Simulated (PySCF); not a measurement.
| atom | x (Å) | y (Å) | z (Å) |
| --- | --- | --- | --- |
| F | -2.2470 | 1.0328 | 1.9535 |
| C | -1.3468 | 0.0822 | 1.5986 |
| C | -0.4490 | 0.3604 | 0.4875 |
| Si | -1.4766 | 0.0898 | -1.1439 |
| C | 0.8088 | -0.5084 | 0.5599 |
| Si | 2.2116 | -0.0013 | -0.6202 |
| H | -1.6223 | -0.9005 | 1.9391 |
| H | -0.1769 | 1.4200 | 0.5173 |
| H | -1.7273 | -1.3477 | -1.2489 |
| H | -2.7214 | 0.8391 | -0.9944 |
| H | -0.7281 | 0.5828 | -2.3002 |
| H | 1.1948 | -0.4639 | 1.5832 |
| H | 0.5357 | -1.5518 | 0.3899 |
| H | 2.4666 | 1.4333 | -0.4718 |
| H | 1.8591 | -0.3015 | -2.0088 |
| H | 3.4113 | -0.7562 | -0.2523 |

Geometry: GFN2-xTB.

Theory: UKS B3LYP, pcH-1 on C F H Si, non-relativistic, mean-field spin-orbit, GIAO in PySCF.

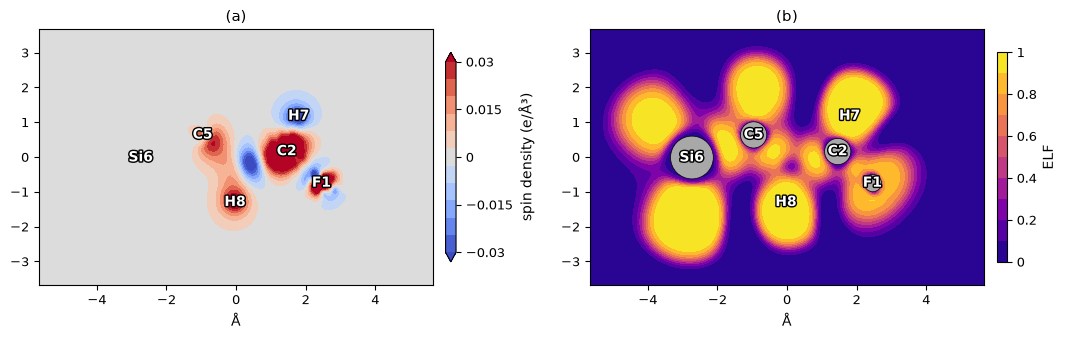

C3H10FSi2 (doublet). (a) spin density; (b) ELF on the plane of atoms F1, C2 and H7. Grey discs cover the atomic cores in the ELF map.

> Interpret the plot.

- Atoms in the plane: F, C, Si and H.
- C–F (1.36 Å): the ELF peaks at about 0.85 between the atoms; a shared but strongly polarised pair.
- C–Si (1.90 Å): the ELF peaks at about 0.95 between the atoms; localised, covalent bonding.
- C–H (1.08 Å): the ELF climbs to about 1 towards the hydrogen, as it does in any bond to H; an ordinary covalent bond to hydrogen.
- The ELF also peaks beside F1, away from the bonds: non-bonding electrons, paired or unpaired.
- The unpaired spin (1 electron) lies mostly on C2 (about 0.6), F1 (about 0.1) and Si4 (about 0.1), in electrons by Hirshfeld's partition.
